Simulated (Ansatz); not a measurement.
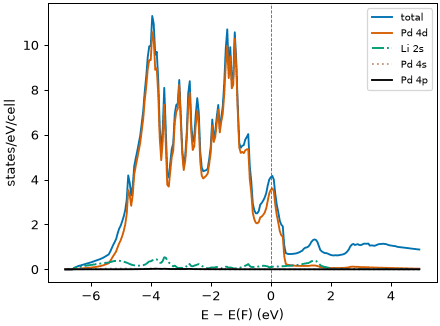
Total and projected density of states of LiPd3 (Cu3Au type, Pm-3m), the program Ansatz at the r²SCAN level (PAW)

Task: Which orbitals carry the states next to the Fermi level?

Result: Within 0.5 eV of the Fermi level: Pd 4d 81 %, outside the projected shells 14 %. Projections are on Löwdin-orthogonalised atomic valence shells; empty p or d shells of many metals are not among them.

Task: Where is the tallest occupied peak in this window, and what makes it?

Result: Near -3.9 eV, about 11 states/eV per cell; the largest projected share is Pd 4d.

The workflow started from a Materials Project entry (that database holds measured and hypothetical structures alike); the Crystallography Open Database copy checked does not list it. With Li and Pd taken as one species the cell has the higher symmetry Fm-3m, so it may be an ordered model of a mixed-site phase. Whether it is the stable phase at ambient conditions was not checked. Symmetry was held in the r²SCAN relaxation; its stability against distortions is not shown here. The run is not spin-polarised. Spin–orbit coupling is left out wherever it is not named.

Potentials: the later of the program's two PAW sets.
